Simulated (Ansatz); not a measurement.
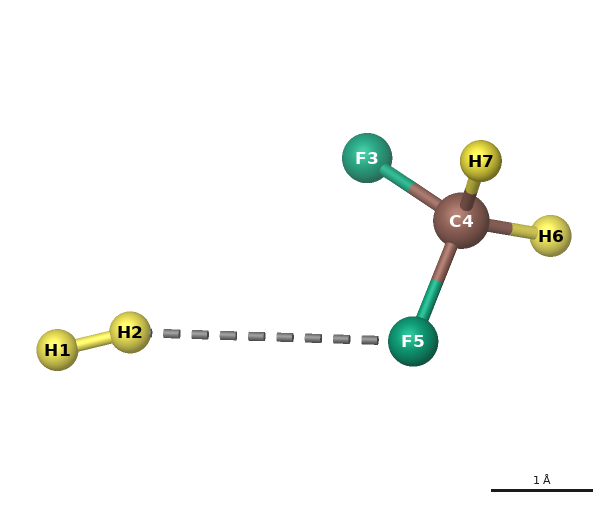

Two molecules or ions; the broken line marks their closest contact (measured against van der Waals radii). The geometry was computed by an optimisation with PBE0-D4/def2-TZVP. No frequency run is at hand to confirm it as a minimum. Program: Ansatz 0.2.0.

Which two species are they?

Answer. H2 and CH2F2 (`FCF.[H][H]`).

How long is the contact?

Answer. H2···F5 is 2.90 Å.

Give the counterpoise-corrected interaction energy (kJ/mol, monomers kept as in the pair) with CCSD(T)/CBS (MP2 limit from def2-TZVPPD and def2-QZVPPD plus CCSD(T) − MP2); PBE-D4/STO-3G; B2PLYP (frozen core)/def2-TZVPPD; RHF-CCSD(T) (frozen core)/def2-TZVPPD; PBE0-D4/def2-SVP; revPBE-D4/def2-TZVPPD; ωB97M-V/def2-SVP.

| level | interaction energy (kJ/mol) |
| --- | --- |
| CCSD(T)/CBS (MP2 limit from def2-TZVPPD and def2-QZVPPD plus CCSD(T) − MP2) | −1.5 |
| PBE-D4/STO-3G | −1.5 |
| B2PLYP (frozen core)/def2-TZVPPD | −0.4 |
| RHF-CCSD(T) (frozen core)/def2-TZVPPD | −1.4 |
| PBE0-D4/def2-SVP | −1.7 |
| revPBE-D4/def2-TZVPPD | −1.5 |
| ωB97M-V/def2-SVP | −1.0 |
